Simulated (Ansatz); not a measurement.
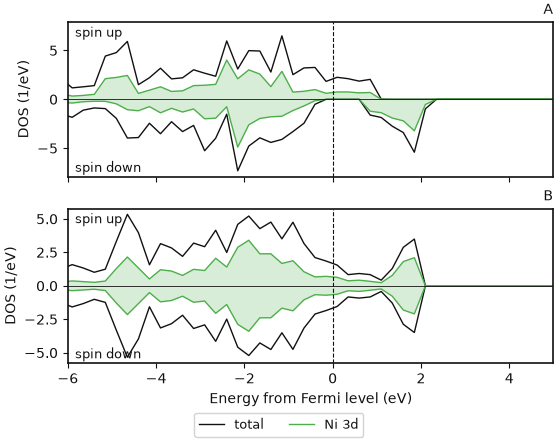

Spin-resolved densities of states of NiClO, space group Pmmn (No. 59), 6 atoms in the cell, a structure borrowed from another compound, in two magnetic states on the same cell (spin down negative; each from its own Fermi level). Ansatz 0.2.0; DFT with PBE, PAW plane waves, U = 2.61 eV, J = 0.85 eV on Ni d, spin-polarised, 5×6×3 k mesh, 420 eV cutoff, Fermi-Dirac smearing of 0.1 eV.

Question: Which panel is which state: antiferromagnetic and ferromagnetic?

Answer: A is ferromagnetic (net moment 2.0 μB, local moments 2.4 μB in all, half-metal); B is antiferromagnetic (net moment 0.0 μB, local moments 2.3 μB in all, metal). Unequal spin channels mark a net moment; equal ones mean that moments cancel or are absent.

Question: Which of these states is lowest in energy?

Answer: The ferromagnetic one; the antiferromagnetic state lies 13 meV an atom higher. Other orders weren't compared here.

The structure was built from a prototype or by substitution, so it need not be a known phase. The atoms aren't at rest in this cell (largest force 1.0 eV/Å), so the relaxed material can differ.
